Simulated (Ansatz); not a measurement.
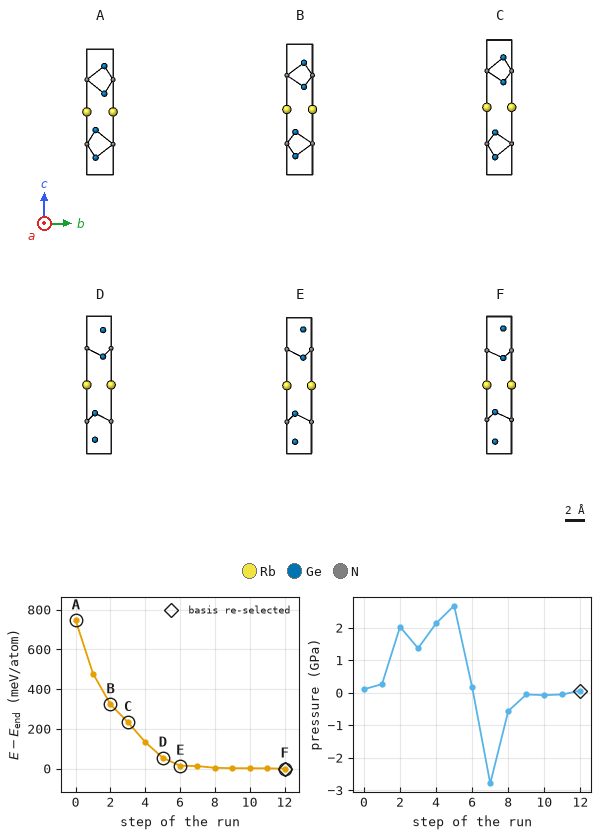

Frames of a relaxation of crystalline RbGe4N2 (a generated structure, set up in P-3m1) (coarse preliminary run), marked on the history of the run. Style: ball-and-stick. Shown: the cell of the calculation, along the a axis.

Computed with DFT PBE, scalar-relativistic, plane waves, PAW (Ansatz 0.2.0).

Input
```yaml
crystal:
  lattice:
    - [3.31996593, 0.0, 0.0]
    - [-1.65998297, 2.87517484, 0.0]
    - [0.0, 0.0, 13.7562128]
  atoms:
    - { symbol: Rb, position: [0.0, 0.0, 0.5] }
    - { symbol: Ge, position: [0.66666667, 0.33333333, 0.355272] }
    - { symbol: Ge, position: [0.33333333, 0.66666667, 0.644728] }
    - { symbol: Ge, position: [0.33333333, 0.66666667, 0.86520803] }
    - { symbol: Ge, position: [0.66666667, 0.33333333, 0.13479197] }
    - { symbol: "N", position: [0.0, 0.0, 0.24274001] }
    - { symbol: "N", position: [0.0, 0.0, 0.75725999] }
basis:
  ecutwfc: 420
kpoints:
  mp_grid: { grid: [6, 6, 2] }
hamiltonian:
  xc: pbe
scf:
  occupations: { method: gaussian, width: 0.1 }
  lower_state_search: "off"
output:
  forces: true
  stress: true
  eigenvalues: true
relax:
  adjacent_minimum: "off"
  f_tol: 0.04
  max_steps: 70
  cell: { stress_tol: 0.4 }
```

Launched with:
```bash
ansatz run input.yaml --threads 1 --pin off --max-ram 2048MiB --backend cpu --events-out ev --progress --plain --runs-dir out
```

Describe the path.

The largest moves relative to the cell, 0.79 Å, are those of Ge2 and Ge3. Ge2 goes along −c. By element the largest moves are Ge 0.79 Å, N 0.08 Å. Rb stays in place. The volume changes by −3.4 %, with a = b 3.320 → 3.120 Å (−6.0 %), c 13.756 → 15.037 Å (+9.3 %). Near-neighbour distances that change, for instance: Rb1–Ge2 2.764 → 3.467 Å, Ge4–N7 2.425 → 3.009 Å, Ge2–N6 2.464 → 1.982 Å, Rb1–N6 3.539 → 3.790 Å. The space group stays P-3m1 (No. 164). After 11 accepted moves (12 points after the start) the energy has fallen by 746 meV per atom. Largest force component: 5.4 eV/Å at the start, 0.022 eV/Å at the end. Pressure: 0.11 GPa at the start and 0.07 GPa at the end. The SCF was repeated once at an unchanged geometry on a basis and grid sized afresh for the cell, which shifted the energy by 1.4 meV per atom at most. The run took 2.5 min on 1 thread of Arm Neoverse N1, on a shared host, peak memory 0.48 GiB. From step 0 to 2: Ge atoms move most (0.40 Å), volume −0.8 %, energy −422 meV per atom. From step 2 to 3: Ge atoms move most (0.21 Å), volume −3.0 %, energy −89.8 meV per atom. From step 3 to 5: Ge atoms move most (0.43 Å), volume −2.6 %, energy −179 meV per atom. From step 5 to 6: Ge atoms move most (0.21 Å), volume +1.5 %, energy −40.7 meV per atom. From step 6 to 12: N atoms move most (0.22 Å), volume +1.6 %, energy −14.4 meV per atom.

```
step  E − E(0), meV/atom  largest force component, eV/Å  pressure, GPa  volume, Å³/atom                      note
   0                0.00                         5.3629           0.11           18.759                          
   1             -267.81                         2.9405           0.27           18.862                          
   2             -422.28                         0.7440           2.03           18.605                          
   3             -512.04                         0.9905           1.37           18.039                          
   4             -612.42                         1.4585           2.14           17.673                          
   5             -690.82                         1.1034           2.68           17.567                          
   6             -731.50                         0.4998           0.17           17.835                          
   7             -733.09                         0.1452          -2.79           18.961                          
   8             -741.72                         0.2472          -0.56           18.161                          
   9             -743.67                         0.0709          -0.05           18.084                          
  10             -743.90                         0.1012          -0.07           18.073                          
  11             -744.41                         0.0191          -0.05           18.112                          
  12             -745.86                         0.0216           0.07           18.112  same geometry, new basis
```
